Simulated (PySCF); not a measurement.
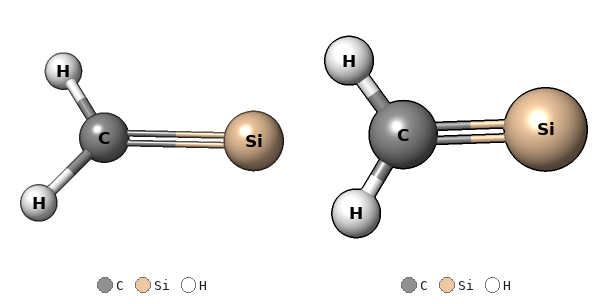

Both panels show the same species.

**Give the formula.**

CH2Si, 4 atoms: 1 carbon, 2 hydrogen and 1 silicon.

**Give a SMILES string for it.**

C=[Si]

**Which point group does it belong to?**

C2v.

**How many atoms are distinct by symmetry?**

3: 1 C, 1 Si, 2 H.

More results for the same structure follow; atom numbers are the same in all pictures, views and colours differ. The geometry was computed by an optimisation with PBE0-D3(BJ)/def2-SVP. No frequency run is at hand to confirm it as a minimum.

### Geometry

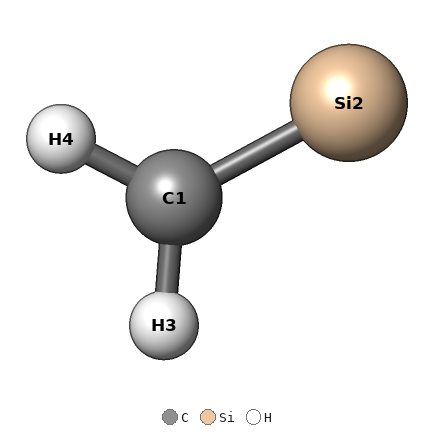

The atoms are numbered. No frequency run is at hand to confirm it as a minimum.

Which atoms are bonded, and how long are the bonds?

```
  bond  length (Å)   order
C1–Si2       1.712  double
 C1–H3       1.101  single
 C1–H4       1.100  single
```

### Charges

The questions are on Mulliken charges. No frequency run is at hand to confirm it as a minimum. Properties computed with PBE0/pcSseg-1 in dichloromethane (IEF-PCM) (PySCF 2.14.0).

Give the Mulliken charges atom by atom.

```tsv
atom	value (e)
C1	−0.72
Si2	0.37
H3	0.17
H4	0.17
```

### NMR shielding

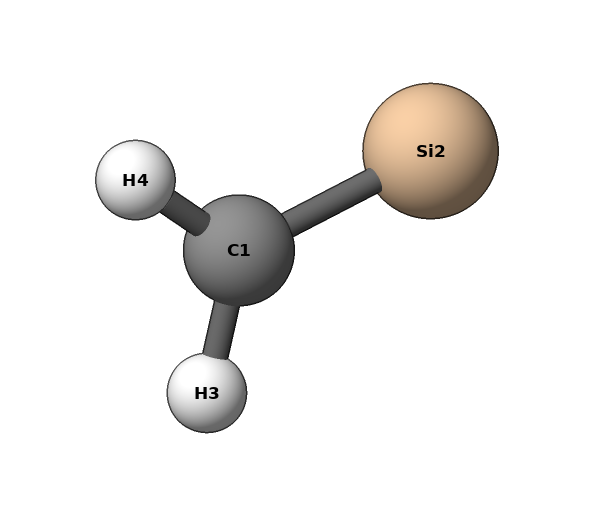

No frequency run is at hand to confirm it as a minimum. Level of theory: GIAO PBE0/pcSseg-1 NMR shielding, non-relativistic, IEF-PCM dichloromethane (PySCF 2.14.0). Principal shieldings σ11 ≤ σ22 ≤ σ33, span Ω = σ33 − σ11, skew κ = 3(σiso − σ22)/Ω.

Give the shielding tensors of the C atoms.

```json
{"atom": "C1", "σ11": "−188.2", "σ22": "107.3", "σ33": "231.9", "σiso": "50.3", "Ω": "420.0", "κ": "−0.41"}
```

Shieldings and span in ppm.

### Polarisability

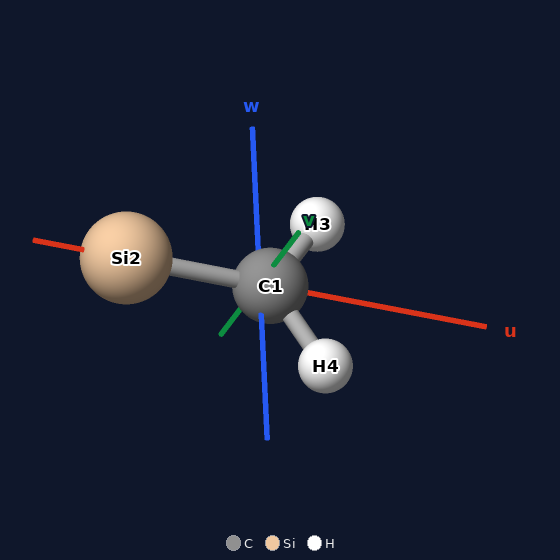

The lines u, v and w are the principal axes of the static dipole polarisability. No frequency run is at hand to confirm it as a minimum. Computed with PBE0/def2-SVPD in water (IEF-PCM) (PySCF 2.14.0).

**Along which axis is the molecule most polarisable, and along which least?**

Most along u (in the molecular plane, nearly parallel to the C1–Si2 bond), least along w (in the molecular plane).

**Give the three principal values.**

u 83.1, v 54.8, w 51.7 bohr³; mean 63.2, anisotropy 30.0 bohr³.

Mulliken values depend strongly on the basis set and can even reverse the polarity of a bond.
